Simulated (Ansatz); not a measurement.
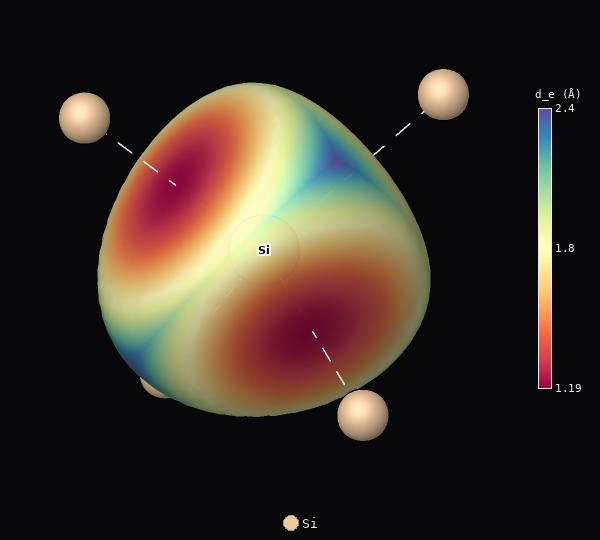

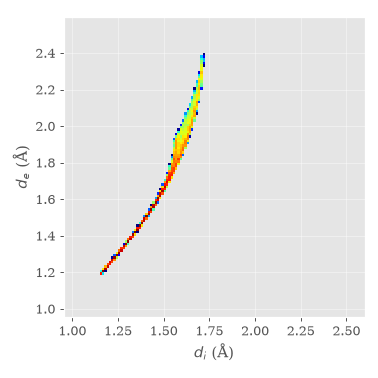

Hirshfeld surface computed for one Si atom in Si in space group Fd-3m, coloured by d_e. Dashed lines lead to the closest neighbours outside. The second picture is its fingerprint plot, coloured by area on a logarithmic scale (blue little, red much).

The surface is where the fragment's share of the procrystal density (the sum of the densities of spherically averaged neutral Hartree-Fock atoms) equals one half. d_i and d_e are the distances from the surface to the nearest nucleus inside and outside.

Source of the atomic positions: coordinates from a relaxation with DFT PBE+D3(BJ), scalar-relativistic, plane waves, PAW (Ansatz).

Space group Fd-3m:1 (No. 227). a = 5.422 Å, b = 5.422 Å, c = 5.422 Å, α = 90.00°, β = 90.00°, γ = 90.00°
```json
{"atom": "Si", "site": "8a", "symmetry": "-43m", "x": "0.0000", "y": "0.0000", "z": "0.0000"}
```

What is the shortest distance from the fragment to an atom outside it?

Answer. Si–Si, 2.35 Å.

How is the surface shared among contacts (nearest atom inside ··· nearest atom outside)?

Answer. Si···Si 100 %. The surface faces 4 neighbours with more than 2 % of its area each: 4 Si.

Give the size and shape of the surface.

Answer. It encloses about 13.1 Å³, has an area of about 28 Å² and a globularity of 0.95 (1 for a sphere).

Where does the fingerprint reach closest to the origin?

Answer. The smallest d_i + d_e is about 2.3 Å, which belongs to the shortest contact, Si···Si at 2.35 Å; d_e runs from 1.19 to 2.40 Å.
